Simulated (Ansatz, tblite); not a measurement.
# The cluster As₅+: isomers from a random search

Which shape does the cluster As₅+ prefer? Candidates from a tight-binding search are relaxed and compared.

Computed with Ansatz 0.2.0, Gaussian basis. Level: relaxed with PBE-D4/def2-SVP, singlet.

3 further runs of the same task are left out: 3 set aside as unsound or not needed. Runs told in other sessions of the task aren't counted.

### 1 The starting structure

5 atoms, charge 1, spin multiplicity 1.

Atoms are counted from 1 here; the program's logs count them from 0.

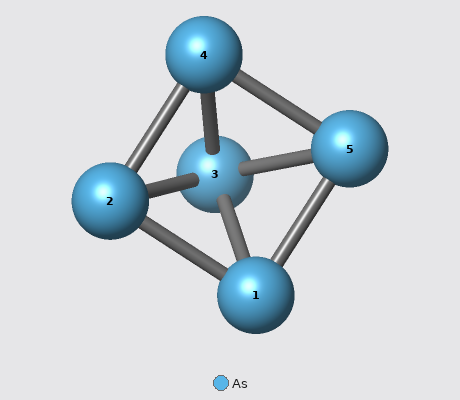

The starting geometry (arsenic blue); atoms are numbered from 1 in the order of the file.

Coordinates:

```xyz
5
charge 1, multiplicity 1
As    0.2372   -0.8674    1.4705
As    1.0976    1.1823    0.6131
As   -1.3143    0.6390    0.2197
As    0.4211    0.5482   -1.5793
As   -0.4416   -1.5022   -0.7240
```

The ion is computed in the gas phase, without counter-ions or solvent.

A search from random starts with GFN1-xTB found 5 distinct shapes; 2 go on here. The structure above is candidate A, which lies 0.00 eV above the lowest at that level; B lies 1.06 eV above the lowest at that level.

### 2 Relaxing candidate A

The input, in.yaml:

```yaml
crystal:
  periodic: [false, false, false]
  atoms:
    - {symbol: As, position_ang: [0.237170, -0.867370, 1.470520]}
    - {symbol: As, position_ang: [1.097640, 1.182330, 0.613070]}
    - {symbol: As, position_ang: [-1.314310, 0.639010, 0.219670]}
    - {symbol: As, position_ang: [0.421070, 0.548170, -1.579260]}
    - {symbol: As, position_ang: [-0.441560, -1.502150, -0.723990]}
basis:
  gaussian: {orbitals: def2-SVP}
total_charge: 1
hamiltonian: {xc: pbe, dispersion: d4}
scf: {lower_state_search: "off"}
output: {orbitals: {seedname: orbitals}}
relax: {f_tol: 0.02, max_steps: 100}
```

Run with:

```
$ ansatz run in.yaml --threads 4 --pin off --events-out ev --progress --plain --max-ram 4787MiB
```

Standard output, cut to the lines that bear on the results:

```text
Functional definition: PBE
  name "PBE"
  cite "Perdew, Burke & Ernzerhof, Phys. Rev. Lett. 77, 3865 (1996) doi:10.1103/PhysRevLett.77.3865"
  parent pbe
[...]
1815 factors; their error is unknown
[...]
mean field -304119.96199520 eV, -11176.2024634096 hartree, gradient 5.3e-7 eV, S^2 0.000000; 0 other end points of the search recorded, 0 dependent functions left out
[...]
reference -304119.96202636 eV, -11176.2024645547 hartree; 82, 82 occupied and 78, 78 virtual orbitals, 1815 factors
relax step   1: F+E_penalty+E_count = -304120.37765643 eV  Δ(F+E_penalty+E_count) = +0.000e0 eV  max|allowed force component| = 1.505e0 eV/Å  Δτ_max = 0.0000 Å  (18 SCF iters, accepted)
[...]
relax step   2: F+E_penalty+E_count = -304120.57633976 eV  Δ(F+E_penalty+E_count) = -1.987e-1 eV  max|allowed force component| = 1.410e-1 eV/Å  Δτ_max = 0.0640 Å  (19 SCF iters, accepted)
[...]
relax step   3: F+E_penalty+E_count = -304120.57793473 eV  Δ(F+E_penalty+E_count) = -1.595e-3 eV  max|allowed force component| = 1.455e-2 eV/Å  Δτ_max = 0.0077 Å  (21 SCF iters, accepted)
Total energy: -304120.57796649 eV, -11176.2250999370 hartree
Atom 0 at     0.247214    -0.895633     1.514193 Å, force     0.003214    -0.007611     0.007129 eV/Å
Atom 1 at     1.132100     1.216650     0.632151 Å, force     0.002579    -0.002008     0.000432 eV/Å
Atom 2 at    -1.363342     0.665661     0.227903 Å, force    -0.014547     0.011250     0.002466 eV/Å
Atom 3 at     0.435183     0.562651    -1.628002 Å, force     0.002519     0.001229    -0.010139 eV/Å
Atom 4 at    -0.451145    -1.549338    -0.746235 Å, force     0.006235    -0.002859     0.000112 eV/Å
Dipole moment:     0.075271    -0.036686    -0.012579 e Å
Checks for a lower state left out: stability, starts, cluster_reference, orbital_swaps, neighbouring_geometries, increment
```

Run time: 5.5 s. Hardware: 4 threads of Arm Neoverse V2, shared host.

Along the way:

```
step  energy from step 1 (eV)  largest force component (eV/Å)
   1                   0.0000                          1.5048
   2                  -0.1987                          0.1410
   3                  -0.2003                          0.0145
```

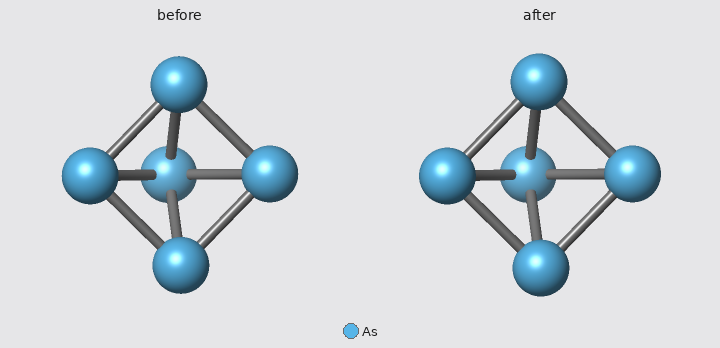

Before and after, at one scale.

Distances of close pairs at the start and the end, largest changes first:

```
   bond  before (Å)  after (Å)  change (Å)
As3–As5       2.497      2.586      +0.089
As1–As3       2.498      2.586      +0.088
As3–As4       2.501      2.586      +0.085
As2–As3       2.503      2.587      +0.084
As2–As4       2.380      2.454      +0.074
As1–As2       2.383      2.454      +0.072
As1–As5       2.383      2.455      +0.071
As4–As5       2.383      2.454      +0.071
```

### 3 Relaxing candidate B

The input, in.yaml:

```yaml
crystal:
  periodic: [false, false, false]
  atoms:
    - {symbol: As, position_ang: [-1.262660, 1.599010, -0.826310]}
    - {symbol: As, position_ang: [0.868280, 0.892540, -0.390090]}
    - {symbol: As, position_ang: [1.700830, -1.217630, -0.681750]}
    - {symbol: As, position_ang: [0.219330, -1.466180, 0.991580]}
    - {symbol: As, position_ang: [-1.525780, 0.192260, 0.906580]}
basis:
  gaussian: {orbitals: def2-SVP}
total_charge: 1
hamiltonian: {xc: pbe, dispersion: d4}
scf: {lower_state_search: "off"}
output: {orbitals: {seedname: orbitals}}
relax: {f_tol: 0.02, max_steps: 100}
```

Same command.

Standard output, cut to the lines that bear on the results:

```text
Functional definition: PBE
  name "PBE"
  cite "Perdew, Burke & Ernzerhof, Phys. Rev. Lett. 77, 3865 (1996) doi:10.1103/PhysRevLett.77.3865"
  parent pbe
[...]
1815 factors; their error is unknown
[...]
mean field -304118.18802759 eV, -11176.1372713023 hartree, gradient 2.8e-6 eV, S^2 0.000000; 0 other end points of the search recorded, 0 dependent functions left out
[...]
reference -304118.18805942 eV, -11176.1372724722 hartree; 82, 82 occupied and 78, 78 virtual orbitals, 1815 factors
relax step   1: F+E_penalty+E_count = -304118.58325831 eV  Δ(F+E_penalty+E_count) = +0.000e0 eV  max|allowed force component| = 1.186e0 eV/Å  Δτ_max = 0.0000 Å  (20 SCF iters, accepted)
[...]
relax step   4: F+E_penalty+E_count = -304118.97931726 eV  Δ(F+E_penalty+E_count) = -8.714e-2 eV  max|allowed force component| = 2.268e-1 eV/Å  Δτ_max = 0.1949 Å  (27 SCF iters, accepted)
[...]
relax step  15: F+E_penalty+E_count = -304119.12592972 eV  Δ(F+E_penalty+E_count) = -4.835e-4 eV  max|allowed force component| = 5.809e-3 eV/Å  Δτ_max = 0.0144 Å  (21 SCF iters, accepted)
Total energy: -304119.12596440 eV, -11176.1717398444 hartree
Atom 0 at    -1.257656     1.340405    -1.207133 Å, force    -0.000551     0.000980    -0.001992 eV/Å
Atom 1 at     0.730263     0.788100     0.386371 Å, force     0.001719    -0.000714     0.000136 eV/Å
Atom 2 at     1.461120    -1.244751    -1.074176 Å, force     0.001369     0.001528    -0.005384 eV/Å
Atom 3 at     0.894642    -1.737590     1.013598 Å, force    -0.002294    -0.000392     0.005809 eV/Å
Atom 4 at    -1.828368     0.853836     0.881350 Å, force    -0.000242    -0.001402     0.001430 eV/Å
Dipole moment:    -0.096260    -0.103947    -0.050601 e Å
Checks for a lower state left out: stability, starts, cluster_reference, orbital_swaps, neighbouring_geometries, increment
```

It took 26 s on 4 threads of Arm Neoverse V2, shared host.

Relaxation path: (the energy doesn't fall at every step)

```
step  energy from step 1 (eV)  largest force component (eV/Å)
   1                   0.0000                          1.1858
   2                  -0.2772                          0.2685
   3                  -0.3089                          0.2606
   4                  -0.3961                          0.2268
   5                  -0.4322                          0.2955
   6                  -0.4516                          0.2918
   7                  -0.4664                          0.4629
   8                  -0.4863                          0.3832
   9                  -0.4724                          0.6398
  10                  -0.5105                          0.1517
  11                  -0.5343                          0.0557
  12                  -0.5305                          0.1358
  13                  -0.5417                          0.0131
  14                  -0.5422                          0.0383
  15                  -0.5427                          0.0058
```

The force was under the threshold of 0.02 eV/Å already at step 13, but the program went on to step 15.

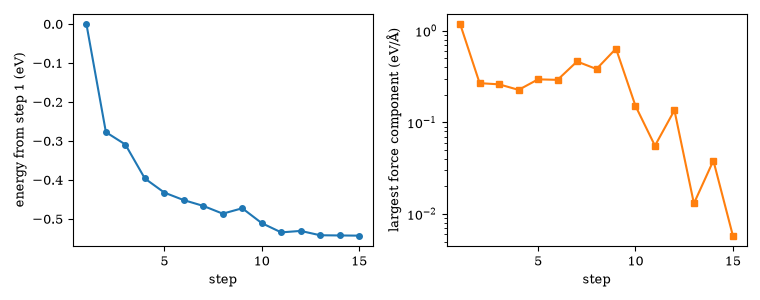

Energy and force, step by step.

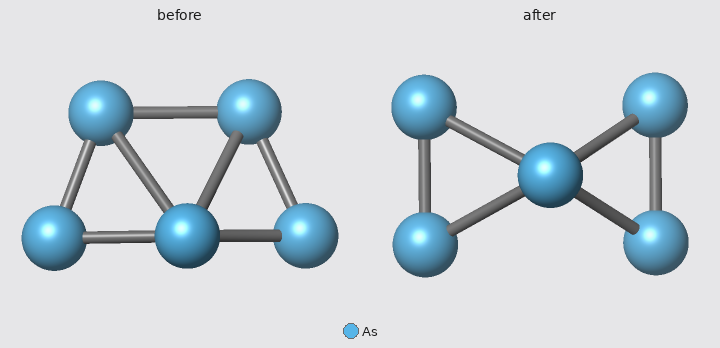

Before and after, at one scale.

Distances of close pairs at the start and the end, largest changes first:

```
   bond  before (Å)  after (Å)  change (Å)
As4–As5       2.409      3.761      +1.352
As2–As3       2.287      2.608      +0.321
As1–As2       2.287      2.607      +0.320
As2–As5       2.811      2.607      -0.204
As2–As4       2.810      2.608      -0.202
As3–As4       2.249      2.219      -0.030
As1–As5       2.247      2.219      -0.028
```

Contacts that opened: As4–As5 2.41 to 3.76 Å.

### 4 The relaxed candidates

```
candidate  point group  bonds (count, mean Å)  energy above the lowest (kcal/mol)
        A          C4v          As–As 8, 2.52                                 0.0
        B          C2v          As–As 6, 2.48                                33.5
```

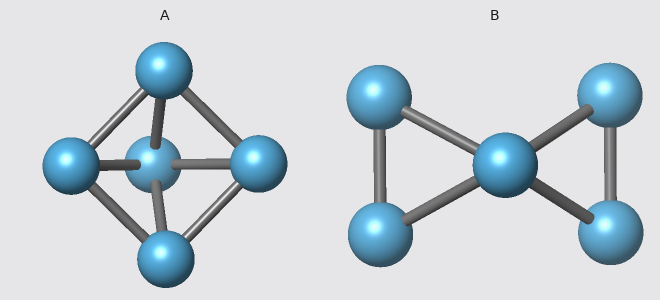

The candidates after relaxation.

### 5 Candidate B, GFN1-xTB

Tight binding, by tblite at 300 K electronic temperature and without a spin-polarisation term:

```python
tblite.interface.Calculator('GFN1-xTB', numbers, positions, charge=1, uhf=0).singlepoint()
```

Energy -308.6996 eV, HOMO -16.94 eV, LUMO -15.39 eV; 0.005 s.

### 6 Candidate B, GFN2-xTB

Tight binding, by tblite at 300 K electronic temperature and without a spin-polarisation term:

```python
tblite.interface.Calculator('GFN2-xTB', numbers, positions, charge=1, uhf=0).singlepoint()
```

Energy -312.1986 eV, HOMO -14.09 eV, LUMO -12.31 eV; 0.006 s.

### 7 Candidate B, PBE0-D4/def2-TZVP

start.molden holds the orbitals of an earlier run on this state, given as this run's starting guess.

The input, in.yaml:

```yaml
crystal:
  periodic: [false, false, false]
  atoms:
    - {symbol: As, position_ang: [-1.257656, 1.340405, -1.207133]}
    - {symbol: As, position_ang: [0.730263, 0.788100, 0.386371]}
    - {symbol: As, position_ang: [1.461120, -1.244751, -1.074176]}
    - {symbol: As, position_ang: [0.894642, -1.737590, 1.013598]}
    - {symbol: As, position_ang: [-1.828368, 0.853836, 0.881350]}
basis:
  gaussian: {orbitals: def2-TZVP, initial_orbitals: start.molden}
total_charge: 1
hamiltonian: {xc: pbe0, dispersion: d4}
scf: {omitted_lower_state_checks: [starts]}
output: {orbitals: {seedname: orbitals}}
```

Launched as before.

Standard output, cut to the lines that bear on the results:

```text
Functional definition: PBE0
  name "PBE0"
  cite "Adamo & Barone, J. Chem. Phys. 110, 6158 (1999) doi:10.1063/1.478522"
  cite "Perdew, Burke & Ernzerhof, Phys. Rev. Lett. 77, 3865 (1996) doi:10.1103/PhysRevLett.77.3865"
  parent pbe
[...]
1626 factors; integrals over basis functions are off by at most 6.3e-4 eV
[...]
mean field -304164.29962409 eV, -11177.8318412181 hartree, gradient 3.7e-5 eV, S^2 0.000000; 0 other end points of the search recorded, 0 dependent functions left out
reference -304164.29964878 eV, -11177.8318421253 hartree; 82, 82 occupied and 158, 158 virtual orbitals, 1626 factors
Total energy: -304164.63137401 eV, -11177.8440328028 hartree
Checks for a lower state left out: starts
```

Run time: 12 s. Hardware: 4 threads of Arm Neoverse V2, shared host; peak memory 0.85 GiB.

Report: HOMO -11.59 eV, LUMO -8.13 eV.

### 8 Candidate B, PBE-D4/def2-TZVP

in.yaml, as its differences from that of step 7:

```diff
@@ -11,4 +11,4 @@
 total_charge: 1
-hamiltonian: {xc: pbe0, dispersion: d4}
+hamiltonian: {xc: pbe, dispersion: d4}
 scf: {omitted_lower_state_checks: [starts]}
-output: {orbitals: {seedname: orbitals}}
+output: {forces: true, orbitals: {seedname: orbitals}}
```

Launched as before.

Standard output, cut to the lines that bear on the results:

```text
Functional definition: PBE
  name "PBE"
  cite "Perdew, Burke & Ernzerhof, Phys. Rev. Lett. 77, 3865 (1996) doi:10.1103/PhysRevLett.77.3865"
  parent pbe
[...]
1865 factors; their error is unknown
[...]
mean field -304156.37300306 eV, -11177.5405432681 hartree, gradient 1.8e-5 eV, S^2 0.000000; 0 other end points of the search recorded, 0 dependent functions left out
[...]
reference -304156.37303591 eV, -11177.5405444754 hartree; 82, 82 occupied and 158, 158 virtual orbitals, 1865 factors
Total energy: -304156.75574180 eV, -11177.5546086575 hartree
Atom 0 at    -1.257656     1.340405    -1.207133 Å, force     0.017693    -0.037102     0.122738 eV/Å
Atom 1 at     0.730263     0.788100     0.386371 Å, force    -0.067942    -0.075840    -0.036920 eV/Å
Atom 2 at     1.461120    -1.244751    -1.074176 Å, force    -0.044009     0.023827     0.116311 eV/Å
Atom 3 at     0.894642    -1.737590     1.013598 Å, force     0.014434     0.075236    -0.100455 eV/Å
Atom 4 at    -1.828368     0.853836     0.881350 Å, force     0.079824     0.013879    -0.101674 eV/Å
Dipole moment:    -0.085468    -0.092307    -0.044952 e Å
Checks for a lower state left out: starts
```

It took 4.6 s on 4 threads of Arm Neoverse V2, shared host.

Report: HOMO -10.74 eV, LUMO -8.77 eV.

### 9 Candidate B, r2SCAN-D4/def2-TZVP

in.yaml, as its differences from that of step 8:

```diff
@@ -11,4 +11,4 @@
 total_charge: 1
-hamiltonian: {xc: pbe, dispersion: d4}
+hamiltonian: {xc: r2scan, dispersion: d4}
 scf: {omitted_lower_state_checks: [starts]}
-output: {forces: true, orbitals: {seedname: orbitals}}
+output: {orbitals: {seedname: orbitals}}
```

Launched as before.

Standard output:

```text
Functional definition: r2SCAN
  name "r2SCAN"
  cite "Furness, Kaplan, Ning, Perdew & Sun, J. Phys. Chem. Lett. 11, 8208 (2020) doi:10.1021/acs.jpclett.0c02405"
  cite "Furness, Kaplan, Ning, Perdew & Sun, J. Phys. Chem. Lett. 11, 9248 (2020) doi:10.1021/acs.jpclett.0c03077"
  parent r2scan
  parameter k0 = 0.174
  parameter k1 = 0.065
  parameter a1 = 4.9479
  exchange = r2scan_x(k0 = k0, k1 = k1, a1 = a1)
  correlation = r2scan_c
these checks for a lower state are left out or cut short: starts
1865 factors; their error is unknown
mean field evaluation 1: about -304199.9817 eV, gradient 1.3e1 eV
mean field evaluation 2: about -304200.0915 eV, gradient 1.6e-1 eV
mean field evaluation 4: about -304200.0748 eV, gradient 2.3e-4 eV
mean field -304200.07482607 eV, -11179.1465556416 hartree, gradient 1.6e-5 eV, S^2 0.000000; 0 other end points of the search recorded, 0 dependent functions left out
reference -304200.07483564 eV, -11179.1465559933 hartree; 82, 82 occupied and 158, 158 virtual orbitals, 1865 factors
Total energy: -304200.15026117 eV, -11179.1493278302 hartree
Checks for a lower state left out: starts
```

Wall time 9 s (4 threads of Arm Neoverse V2, shared host).

Report: HOMO -11.04 eV, LUMO -8.86 eV.

### 10 Candidate B, LDA/def2-TZVP

in.yaml, as its differences from that of step 9:

```diff
@@ -11,3 +11,3 @@
 total_charge: 1
-hamiltonian: {xc: r2scan, dispersion: d4}
+hamiltonian: {xc: lda}
 scf: {omitted_lower_state_checks: [starts]}
```

Same command.

Standard output:

```text
Functional definition: SPW92
  name "SPW92"
  cite "Dirac, Proc. Camb. Phil. Soc. 26, 376 (1930) doi:10.1017/S0305004100016108"
  cite "Slater, Phys. Rev. 81, 385 (1951) doi:10.1103/PhysRev.81.385"
  cite "Perdew & Wang, Phys. Rev. B 45, 13244 (1992) doi:10.1103/PhysRevB.45.13244"
  exchange = slater_x
  correlation = pw_c
these checks for a lower state are left out or cut short: starts
1865 factors; their error is unknown
mean field evaluation 1: about -303754.8615 eV, gradient 4.6e1 eV
mean field evaluation 2: about -303755.3964 eV, gradient 8.6e-1 eV
mean field evaluation 4: about -303755.3966 eV, gradient 1.6e-1 eV
mean field -303755.39663605 eV, -11162.8049335720 hartree, gradient 2.4e-5 eV, S^2 0.000000; 0 other end points of the search recorded, 0 dependent functions left out
reference -303755.39666703 eV, -11162.8049347104 hartree; 82, 82 occupied and 158, 158 virtual orbitals, 1865 factors
Total energy: -303755.39666703 eV, -11162.8049347104 hartree
Checks for a lower state left out: starts
```

Run time: 2.1 s. Hardware: 4 threads of Arm Neoverse V2, shared host.

From the report: HOMO -10.93 eV, LUMO -9.01 eV.

### 11 Candidate B, BLYP-D4/def2-TZVP

in.yaml, as its differences from that of step 10:

```diff
@@ -11,3 +11,3 @@
 total_charge: 1
-hamiltonian: {xc: lda}
+hamiltonian: {xc: {name: BLYP}, dispersion: d4}
 scf: {omitted_lower_state_checks: [starts]}
```

Same command.

Standard output:

```text
Functional definition: BLYP
  name "BLYP"
  cite "Becke, Phys. Rev. A 38, 3098 (1988) doi:10.1103/PhysRevA.38.3098"
  cite "Lee, Yang & Parr, Phys. Rev. B 37, 785 (1988) doi:10.1103/PhysRevB.37.785"
  parameter beta = 0.0042
  parameter a = 0.04918
  parameter b = 0.132
  parameter c = 0.2533
  parameter d = 0.349
  exchange = b88_x(beta = beta)
  correlation = lyp_c(a = a, b = b, c = c, d = d)
these checks for a lower state are left out or cut short: starts
1865 factors; their error is unknown
mean field evaluation 1: about -304208.2892 eV, gradient 2.0e1 eV
mean field evaluation 2: about -304208.6859 eV, gradient 4.3e-1 eV
mean field evaluation 4: about -304208.6826 eV, gradient 1.6e-1 eV
mean field -304208.68261806 eV, -11179.4628861627 hartree, gradient 2.3e-5 eV, S^2 0.000000; 0 other end points of the search recorded, 0 dependent functions left out
reference -304208.68294632 eV, -11179.4628982261 hartree; 82, 82 occupied and 158, 158 virtual orbitals, 1865 factors
Total energy: -304209.47378993 eV, -11179.4919611926 hartree
Checks for a lower state left out: starts
```

Run time: 4 s. Hardware: 4 threads of Arm Neoverse V2, shared host.

HOMO -10.51 eV, LUMO -8.60 eV.

### 12 Candidate B, CCSD(T)/def2-SVP

in.yaml, as its differences from that of step 11:

```diff
@@ -9,5 +9,5 @@
 basis:
-  gaussian: {orbitals: def2-TZVP, initial_orbitals: start.molden}
+  gaussian: {orbitals: def2-SVP, initial_orbitals: start.molden}
 total_charge: 1
-hamiltonian: {xc: {name: BLYP}, dispersion: d4}
+correlation: {method: ccsd_t}
 scf: {omitted_lower_state_checks: [starts]}
```

Launched as before.

Standard output, cut to the lines that bear on the results:

```text
Functional definition: HF
  name "HF"
  cite "Fock, Z. Phys. 61, 126 (1930) doi:10.1007/BF01340294"
  parent pbe
[...]
1577 factors; integrals over basis functions are off by at most 5.8e-4 eV
[...]
mean field -303934.43945432 eV, -11169.3846357840 hartree, gradient 7.3e-6 eV, S^2 0.000000; 0 other end points of the search recorded, 0 dependent functions left out; unrestricted orbitals would lower it
45 core orbitals not correlated: weight in the atoms' cores, before any rotation towards them, 1.000 or more for the frozen orbitals, at most 0.000 for the correlated occupied ones
reference -303934.43945432 eV, -11169.3846357840 hartree; 37, 37 occupied and 78, 78 virtual orbitals, 1577 factors
second order -31.47523177 eV of doubles, -0.00000000 eV of singles
cycle   1  -29.28160357 eV  change     2.2e0 eV  update   1.8e-1
[...]
cycle   9  -30.60182567 eV  change   -3.0e-5 eV  update   6.4e-5
perturbative correction -1.49570436 eV, -0.0549661215 hartree
Total energy: -303966.53698436 eV, -11170.5641982564 hartree
Checks for a lower state left out: starts
```

It took 55 s on 4 threads of Arm Neoverse V2, shared host; peak memory 1.3 GiB.

From the report: Hartree-Fock HOMO -13.19 eV, LUMO -5.33 eV; T1 0.012. Doubts: restricted state is unstable towards broken spin symmetry.

### 13 B against A

The energies of A at these levels come from its own runs, whose logs aren't repeated here.

```
             method  B above A (kcal/mol)  from CCSD(T)/def2-SVP (kcal/mol)     time
           GFN1-xTB                  35.2                              +9.1  0.011 s
           GFN2-xTB                  16.5                              -9.6  0.011 s
        HF/def2-SVP                  34.4                              +8.3         
      LDA/def2-TZVP                  39.0                             +12.9    4.3 s
   PBE-D4/def2-TZVP                  35.1                              +9.0    8.4 s
  BLYP-D4/def2-TZVP                  27.1                              +1.0    7.7 s
r2SCAN-D4/def2-TZVP                  35.4                              +9.3     19 s
  PBE0-D4/def2-TZVP                  39.3                             +13.2     27 s
       MP2/def2-SVP                  28.0                              +1.9         
      CCSD/def2-SVP                  27.4                              +1.3         
   CCSD(T)/def2-SVP                  26.1                                 0  1.8 min
```

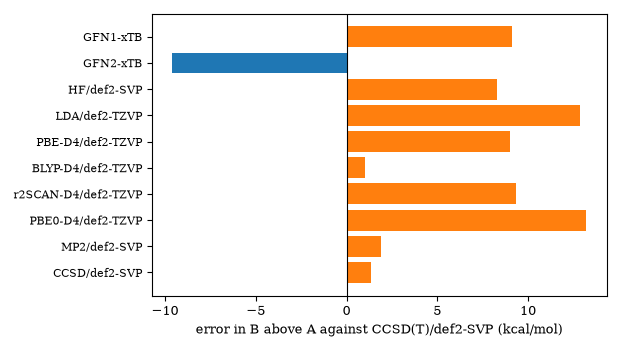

Deviations from CCSD(T)/def2-SVP, method by method.

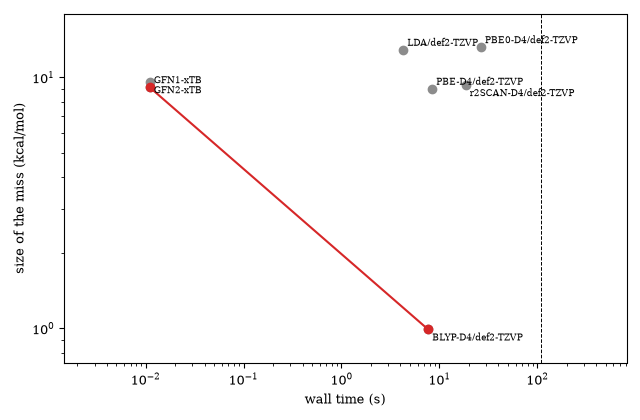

Miss against cost. Red marks the levels that no quicker level drawn beats (of those quicker than the yardstick), and the dashed line is the time of CCSD(T)/def2-SVP. Times are from a shared host.

Times add the two runs; a level without a time comes out of a correlated run. The closed-shell reference under CCSD(T)/def2-SVP is unstable towards broken spin symmetry, which adds to the doubt on it.

### 14 Outcome

| quantity | value |
| --- | --- |
| B above A, CCSD(T)/def2-SVP | +26.1 kcal/mol |
| levels that put B lower | none |

All levels free of doubt put A (C4v) below B (C2v), by 16.5 to 39.3 kcal/mol. The yardstick is in a double-zeta basis, so levels in larger sets aren't compared like for like. CCSD(T)/def2-SVP isn't at the basis-set limit; small misses against it rank nothing. A random search of this size may have missed the true lowest shape. Only singlets are compared; another spin may lie lower and prefer another shape.
